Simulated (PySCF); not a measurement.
Input file:

```
{"job": {"kind": "epr", "basis": "pcH-1"}, "charge": 1, "multiplicity": 2}
O      1.952377     1.048705    -0.782092
C      1.938993     0.072205     0.243820
C      0.588088    -0.545827     0.058325
C     -0.307487    -0.844726     1.137692
C     -1.636748    -0.775792     0.877009
C     -2.045104    -0.130225    -0.393897
Si    -0.500626     0.856355    -1.009129
H      2.825678     1.441820    -0.904140
H      2.749240    -0.654526     0.106429
H      2.046219     0.538477     1.230510
H      0.580751    -1.277726    -0.746990
H      0.080348    -1.048148     2.126782
H     -2.384985    -1.105815     1.581546
H     -2.396055    -0.902800    -1.088081
H     -2.930456     0.490019    -0.233120
H     -0.382428     2.111765    -0.281988
H     -0.184804     0.738268    -2.419959
```

Run with:

```sh
OMP_NUM_THREADS=1 python probes_run.py task.json out
```

Geometry: GFN2-xTB.

Level of theory: PySCF 2.14.0, density-fitted response routines, UKS B3LYP, pcH-1 on C H O Si, non-relativistic, mean-field spin-orbit, GIAO.

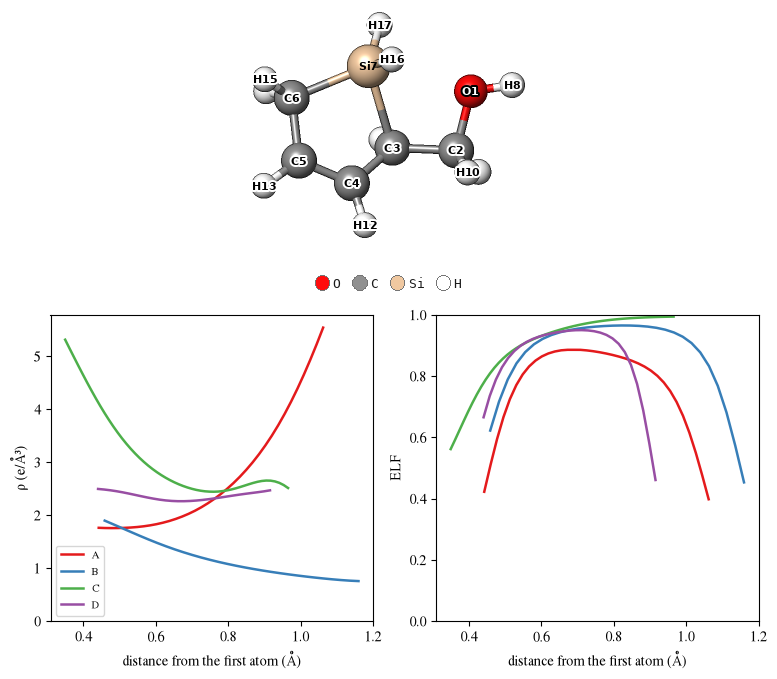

C₅H₁₀OSi (charge +1, doublet). Total electron density and ELF along straight lines between neighbouring atoms. The curves leave out the atomic cores. The structure is drawn too.

Question: Which curve belongs to which contact (C–C, C–O, C–Si and O–H)? The first atom named is at distance zero.

Answer: Curve A: C–O (1.42 Å): ρ at the midpoint is about 2.1 e/Å³, with its minimum of 1.8 e/Å³ about 0.5 Å from C; the ELF peaks at about 0.90 between the atoms (a shared but strongly polarised pair). Curve B: C–Si (1.93 Å): ρ at the midpoint is about 0.88 e/Å³; the ELF peaks at about 0.95 between the atoms (a covalent bond). Curve C: O–H (0.97 Å): the density is about 3.7 e/Å³ at the midpoint; the ELF climbs to about 1 towards the hydrogen, as it does in any bond to H: a covalent bond by its length. Curve D: C–C (1.36 Å): ρ is about 2.3 e/Å³ halfway; the ELF peaks at about 0.95 between the atoms (localised, covalent bonding).
